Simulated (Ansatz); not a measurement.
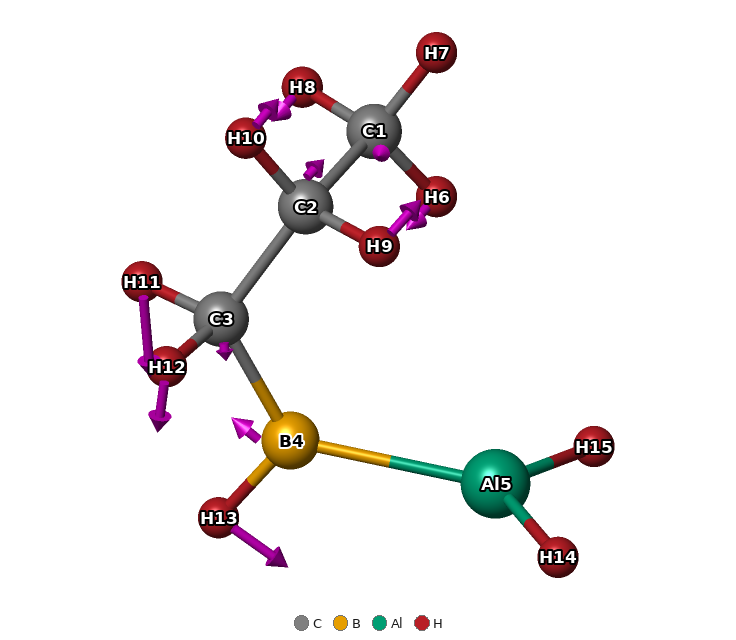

The arrows show one normal mode. Harmonic vibrations computed with RKS PBE0-D4/def2-TZVP (Ansatz 0.2.0) at a stationary point of the same level.

Question: At what wavenumber does it lie?

Answer: 1099 cm⁻¹; it is mode 19 of 39 counted from the lowest.
